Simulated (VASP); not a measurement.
Band structure of Sb (relaxed from the layer:graphite structure). Computed with PBEsol GGA, VASP's PBE PAW potentials (set 64) (plane waves; VASP).

The cell holds a wide vacuum, so values per volume refer to the whole cell. Unless said otherwise, spin-orbit coupling is left out, though it shifts the bands of the heavy elements here.

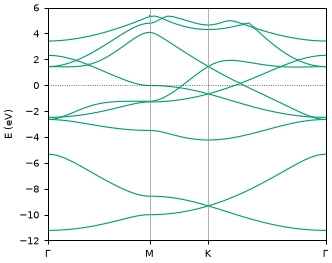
Bands along high-symmetry lines, zero at the valence-band maximum or, without a gap, the Fermi level

### Question
Read the plot: is there a gap, and where are the band edges?

### Answer
It has no gap at this level: it comes out as a metal or semimetal. (Edges off the drawn lines would not show.)

The cell is a sheet with vacuum, built from a generated structure.
